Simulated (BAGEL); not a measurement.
# A workflow on SiPH5O2 (SMILES O[SiH2]OP)

Wanted: the energy (HF/cc-pVDZ), then the energy (NEVPT2(2,2)/cc-pVDZ) of SiPH5O2. 

The calculation is run with BAGEL 1.2.2.

### 1 The system as given

SiPH5O2 has 9 atoms, charge 0, and is taken as a singlet. SMILES: `O[SiH2]OP`. The P4–H9 distance was set to 2.278 Å, away from the relaxed value. At this shape a bond of the SMILES string is far longer than usual.

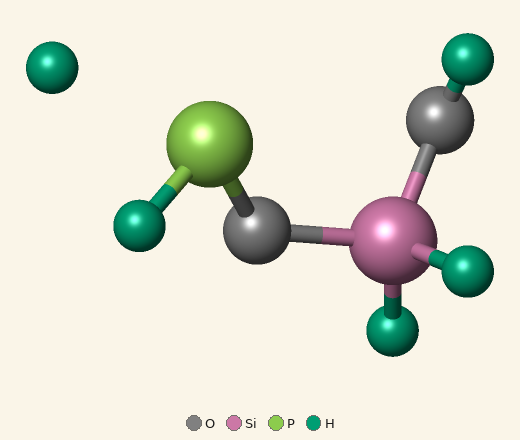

Viewed from a chosen angle; oxygen grey, silicon pink, phosphorus green, hydrogen teal.

### 2 A single-point energy at HF/cc-pVDZ (density fitting with svp-jkfit) (run 1)

The input, input.json:

```json
{ "bagel": [

{
  "title": "molecule",
  "basis": "cc-pvdz.json",
  "df_basis": "svp-jkfit",
  "angstrom": true,
  "geometry": [
    { "atom": "O", "xyz": [    0.094002,    1.833978,   -1.338683 ] },
    { "atom": "Si", "xyz": [    1.219602,    1.251678,   -0.302183 ] },
    { "atom": "O", "xyz": [    0.704302,   -0.088422,    0.506017 ] },
    { "atom": "P", "xyz": [   -0.540298,   -0.145222,    1.581817 ] },
    { "atom": "H", "xyz": [   -0.596798,    2.396578,   -0.986383 ] },
    { "atom": "H", "xyz": [    1.572502,    2.294978,    0.695517 ] },
    { "atom": "H", "xyz": [    2.366402,    0.813178,   -1.116883 ] },
    { "atom": "H", "xyz": [    0.096002,   -0.901222,    2.606817 ] },
    { "atom": "H", "xyz": [   -1.612000,   -1.984300,    0.770600 ] }
  ]
},
{
  "title": "hf"
},
{
  "title": "print",
  "file": "orbitals.molden",
  "orbitals": true
}

]}
```

The basis set cc-pVDZ is read from a file made from the Basis Set Exchange's data (not shown).

Started as:

```console
BAGEL_NUM_THREADS=1 BAGEL input.json > input.out
```

Log:

```text
* using 1 threads per process

  ===============================================================
  ===============================================================

  *** Geometry ***

  { "atom" : "O", "xyz" : [      0.177638,      3.465716,     -2.529744 ] },
  { "atom" : "Si", "xyz" : [      2.304714,      2.365329,     -0.571043 ] },
  { "atom" : "O", "xyz" : [      1.330938,     -0.167093,      0.956234 ] },
  { "atom" : "P", "xyz" : [     -1.021015,     -0.274430,      2.989201 ] },
  { "atom" : "H", "xyz" : [     -1.127785,      4.528876,     -1.863994 ] },
  { "atom" : "H", "xyz" : [      2.971598,      4.336880,      1.314337 ] },
  { "atom" : "H", "xyz" : [      4.471852,      1.536684,     -2.110603 ] },
  { "atom" : "H", "xyz" : [      0.181417,     -1.703063,      4.926170 ] },
  { "atom" : "H", "xyz" : [     -3.046239,     -3.749784,      1.456223 ] },

  Number of auxiliary basis functions:      500

  Since a DF basis is specified, we compute 2- and 3-index integrals:
    o Being stored without compression. Storage requirement is 0.032 GB

  Number of basis functions:       89
  Number of electrons      :       50

    * METHOD: MOLECULE                             0.26

  *** RHF ***

  === Nuclear Repulsion ===
   230.1473767182

      * DIIS with orbital gradients will be used.

  === RHF iteration (cc-pvdz.json) ===
      0       -781.96903240          0.01789540           0.09
      1       -782.14647585          0.01359457           0.09
      2       -782.28320978          0.00128450           0.09
      3       -782.28509701          0.00059976           0.09
      4       -782.28542713          0.00014049           0.09
      5       -782.28546020          0.00005118           0.09
      6       -782.28546578          0.00002103           0.09
      7       -782.28546714          0.00000533           0.09
      8       -782.28546723          0.00000198           0.09
      9       -782.28546723          0.00000087           0.09
     10       -782.28546724          0.00000028           0.09
     11       -782.28546724          0.00000013           0.09
     12       -782.28546724          0.00000005           0.09
     13       -782.28546724          0.00000002           0.09
     14       -782.28546724          0.00000001           0.09
    * SCF iteration converged.

    * Permanent dipole moment:
           (   -0.110013,    -0.913468,    -0.726246) a.u.

    * METHOD: HF                                   1.55

    * METHOD: PRINT                                0.01

  ===============================================================
```

Run time: 1.9 s. Hardware: 1 thread of Arm Neoverse V2, shared host; peak memory 0.15 GiB.

### 3 A single-point energy at NEVPT2(2,2)/cc-pVDZ (density fitting with svp-jkfit) (run 2)

The input, nevpt2.json:

```json
{ "bagel": [

{
  "title": "molecule",
  "basis": "cc-pvdz.json",
  "df_basis": "svp-jkfit",
  "angstrom": "true",
  "geometry": [
    { "atom": "O", "xyz": [    0.094002,    1.833978,   -1.338683 ] },
    { "atom": "Si", "xyz": [    1.219602,    1.251678,   -0.302183 ] },
    { "atom": "O", "xyz": [    0.704302,   -0.088422,    0.506017 ] },
    { "atom": "P", "xyz": [   -0.540298,   -0.145222,    1.581817 ] },
    { "atom": "H", "xyz": [   -0.596798,    2.396578,   -0.986383 ] },
    { "atom": "H", "xyz": [    1.572502,    2.294978,    0.695517 ] },
    { "atom": "H", "xyz": [    2.366402,    0.813178,   -1.116883 ] },
    { "atom": "H", "xyz": [    0.096002,   -0.901222,    2.606817 ] },
    { "atom": "H", "xyz": [   -1.612000,   -1.984300,    0.770600 ] }
  ]
},
{ "title": "hf" },
{ "title": "nevpt2", "nstate": 1, "nact": 2, "nclosed": 24, "active": [25, 26], "maxiter": 200, "natocc": "true", "ncore": 12 },
{ "title": "print", "file": "orbitals.molden", "orbitals": "true" }

]}
```

The basis set cc-pVDZ is read from a file made from the Basis Set Exchange's data (not shown).

Started as:

```console
BAGEL_NUM_THREADS=1 BAGEL nevpt2.json > nevpt2.out
```

Log:

```text
* using 1 threads per process

  ===============================================================
  ===============================================================

  *** Geometry ***

  { "atom" : "O", "xyz" : [      0.177638,      3.465716,     -2.529744 ] },
  { "atom" : "Si", "xyz" : [      2.304714,      2.365329,     -0.571043 ] },
  { "atom" : "O", "xyz" : [      1.330938,     -0.167093,      0.956234 ] },
  { "atom" : "P", "xyz" : [     -1.021015,     -0.274430,      2.989201 ] },
  { "atom" : "H", "xyz" : [     -1.127785,      4.528876,     -1.863994 ] },
  { "atom" : "H", "xyz" : [      2.971598,      4.336880,      1.314337 ] },
  { "atom" : "H", "xyz" : [      4.471852,      1.536684,     -2.110603 ] },
  { "atom" : "H", "xyz" : [      0.181417,     -1.703063,      4.926170 ] },
  { "atom" : "H", "xyz" : [     -3.046239,     -3.749784,      1.456223 ] },

  Number of auxiliary basis functions:      500

  Since a DF basis is specified, we compute 2- and 3-index integrals:
    o Being stored without compression. Storage requirement is 0.032 GB

  Number of basis functions:       89
  Number of electrons      :       50

    * METHOD: MOLECULE                             0.26

  *** RHF ***

  === Nuclear Repulsion ===
   230.1473767182

      * DIIS with orbital gradients will be used.

  === RHF iteration (cc-pvdz.json) ===
      0       -781.96903240          0.01789540           0.10
      1       -782.14647585          0.01359457           0.09
      2       -782.28320978          0.00128450           0.09
      3       -782.28509701          0.00059976           0.09
      4       -782.28542713          0.00014049           0.09
      5       -782.28546020          0.00005118           0.09
      6       -782.28546578          0.00002103           0.09
      7       -782.28546714          0.00000533           0.09
      8       -782.28546723          0.00000198           0.09
      9       -782.28546723          0.00000087           0.09
     10       -782.28546724          0.00000028           0.09
     11       -782.28546724          0.00000013           0.09
     12       -782.28546724          0.00000005           0.09
     13       -782.28546724          0.00000002           0.09
     14       -782.28546724          0.00000001           0.09
    * SCF iteration converged.

    * Permanent dipole moment:
           (   -0.110013,    -0.913468,    -0.726246) a.u.

    * METHOD: HF                                   1.59

    * freezing 12 orbitals
  ---------------------------
      CASSCF calculation
  ---------------------------

    ==== Active orbitals : =====
         Orbital 25
         Orbital 26
    ============================

    * nstate   :      1
    * nclosed  :     24
    * nact     :      2
    * nvirt    :     63
  === CASSCF iteration (cc-pvdz.json) ===

    * Using the second-order algorithm

      0  0      -782.30910934     2.69e-03      0.03

      1  0      -782.32692022     1.69e-03      0.50

      2  0      -782.32959058     3.43e-04      0.54

      3  0      -782.32970599     1.17e-04      0.55

      4  0      -782.32971408     3.48e-05      0.54

      5  0      -782.32971471     1.00e-05      0.55

      6  0      -782.32971476     2.86e-06      0.54

      7  0      -782.32971477     8.12e-07      0.55

      8  0      -782.32971477     2.30e-07      0.54

      9  0      -782.32971477     6.52e-08      0.50

     10  0      -782.32971477     1.85e-08      0.48

     11  0      -782.32971477     5.24e-09      0.43

    * Second-order optimization converged. *

     guess   0:   closed 1.                   open ..

  === FCI iteration ===

      0  0      -782.28195963     7.30e-02      0.00
      1  0      -782.32940442     5.42e-03      0.00
      2  0 *    -782.32971477     4.25e-16      0.00

     * ci vector, state   0, <S^2> = 0.0000
       2.     0.9502972833
       .2    -0.3113439792

  === DF-NEVPT2 calculation ===

    * 3-index integral transformation done
    * assembly done

      NEVPT2 correlation energy:   -0.5718113806      0.18

          (+0)     -0.5253610646
          (+0)'    -0.0091238028
          (+1)     -0.0127745175
          (+1)'    -0.0000000000
          (+2)     -0.0005725528
          (-1)     -0.0209924569
          (-1)'     0.0000000000
          (-2)     -0.0029869860

      NEVPT2 total energy:       -782.9015261472

    * METHOD: NEVPT2                               6.30

    * METHOD: PRINT                                0.01

  ===============================================================
```

Wall time 8.4 s (1 thread of Arm Neoverse V2, shared host); peak memory 0.15 GiB.

### 4 What came out

```
                                quantity          value
         run 1, HF/cc-pVDZ: total energy  -782.28547 Eh
        run 1, HF/cc-pVDZ: dipole moment         2.98 D
          run 1, HF/cc-pVDZ: HOMO energy       -9.37 eV
          run 1, HF/cc-pVDZ: LUMO energy        1.04 eV
        run 1, HF/cc-pVDZ: HOMO–LUMO gap       10.41 eV
run 2, NEVPT2(2,2)/cc-pVDZ: total energy  -782.90153 Eh
```

In words: One bond (run 1, HF/cc-pVDZ) is far stretched, which a spin-restricted single reference describes badly; a broken-symmetry solution may lie lower.
